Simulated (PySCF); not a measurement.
# CISD/LANL2DZ (core potential) run of InH3 (SMILES [InH3])

What is the vertical ionisation energy of InH3 at CISD/LANL2DZ (core potential)? Input form: a Python script.

The results are computed with PySCF 2.14.0.

7 further runs of the same task are left out: 7 set aside as unsound or not needed.

## 1. The structure to begin with

InH3: 4 atoms, total charge 0, spin state singlet. SMILES: `[InH3]`. Geometry: relaxed at PBE0-D4/def2-TZVP.

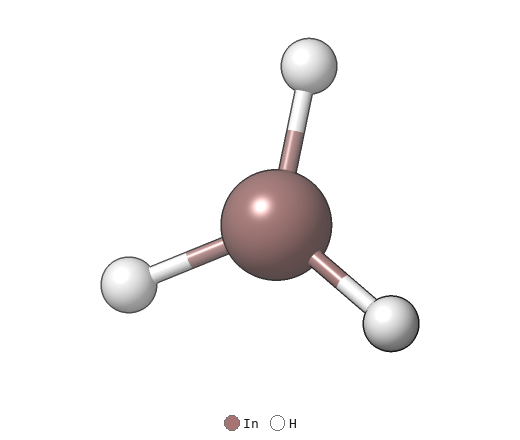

The structure, seen from a chosen angle (indium brown, hydrogen white).

## 2. The energy at CISD/LANL2DZ (core potential)

Input file input.py:

```python
from pyscf import gto, scf, ci

system = gto.Mole()
system.atom = '''
In     0.026267    -0.028535    -0.009638
H      0.785181     2.864825     1.281612
H     -2.070384    -0.202768    -2.497084
H      1.364004    -2.747662     1.186748
'''
system.ecp = {'In': 'lanl2dz'}
system.verbose = 3
system.charge = 0
system.max_memory = 1860
system.unit = 'bohr'
system.basis = 'lanl2dz'
system.build()

mf = scf.RHF(system)
mf.conv_tol = 1e-10
mf.kernel()
if not mf.converged:
    mf = mf.newton().run(mf.mo_coeff, mf.mo_occ)

cisd = ci.CISD(mf)
cisd.kernel()
e_tot = cisd.e_tot
print(f'total energy: {e_tot:.8f} hartree')
```

Command:

```bash
$ OMP_NUM_THREADS=1 python input.py
```

Log:

```text
converged SCF energy = -3.47752605338502
E(RCISD) = -3.532757863714277  E_corr = -0.05523181032925641
total energy: -3.53275786 hartree
```

Wall time 0.76 s (1 thread of Intel Xeon Platinum 8259CL at 2.50GHz (Skylake/Cascade Lake), shared host); peak memory 0.12 GiB.

## 3. The doublet cation

Input file geometry.xyz:

```xyz
4
H3In
In     0.013900    -0.015100    -0.005100
H      0.415500     1.516000     0.678200
H     -1.095600    -0.107300    -1.321400
H      0.721800    -1.454000     0.628000
```

Input file input.py:

```python
from pyscf import gto, scf, ci

mol = gto.Mole()
mol.atom = 'geometry.xyz'
mol.charge = 1
mol.verbose = 3
mol.basis = 'lanl2dz'
mol.max_memory = 1860
mol.spin = 1
mol.ecp = {'In': 'lanl2dz'}
mol.build()

mf = scf.UHF(mol)
mf.conv_tol = 1e-10
mf.kernel()
if not mf.converged:
    mf = mf.newton().run(mf.mo_coeff, mf.mo_occ)

cisd = ci.CISD(mf)
cisd.kernel()
e_final = cisd.e_tot
print('Final energy', e_final)
```

Command:

```bash
$ OMP_NUM_THREADS=1 python input.py
```

Log:

```text
converged SCF energy = -3.10343503671949  <S^2> = 0.88234559  2S+1 = 2.1282346
E(UCISD) = -3.153334683114345  E_corr = -0.04989964639485402
Final energy -3.1533346831143447
```

Run time: 0.89 s. Hardware: 1 thread of Intel Xeon Platinum 8259CL at 2.50GHz (Skylake/Cascade Lake), shared host; peak memory 0.12 GiB.

## 4. What came out

At CISD/LANL2DZ (core potential):

```
                                                                  quantity        value
                                                singlet InH3: total energy  -3.53276 Eh
                        singlet InH3: dipole moment (Hartree–Fock density)       0.00 D
                         singlet InH3: HOMO energy (Hartree–Fock orbitals)    -11.13 eV
                         singlet InH3: LUMO energy (Hartree–Fock orbitals)      0.52 eV
                       singlet InH3: HOMO–LUMO gap (Hartree–Fock orbitals)     11.65 eV
                                          singlet InH3: correlation energy    -55.2 mEh
                                              doublet cation: total energy  -3.15333 Eh
doublet cation: HOMO energy (Hartree–Fock orbitals) (highest over α and β)    -16.89 eV
 doublet cation: LUMO energy (Hartree–Fock orbitals) (lowest over α and β)     -9.37 eV
                                        doublet cation: correlation energy    -49.9 mEh
                         doublet cation: ⟨S²⟩ of the reference determinant        0.882
                        vertical ionisation energy (to the doublet cation)    10.325 eV
```

What this shows: Removing an electron at fixed nuclei costs 10.32 eV (996 kJ/mol). Mulliken charges (singlet InH3) of the mean-field density run from -0.21 on H2 to +0.64 on In1. ⟨S²⟩ (doublet cation) is 0.88 where a pure doublet has 0.75: the reference is spin-contaminated. Mulliken charges (doublet cation) of the mean-field density run from -0.06 on H3 to +0.86 on In1; they depend strongly on the basis.
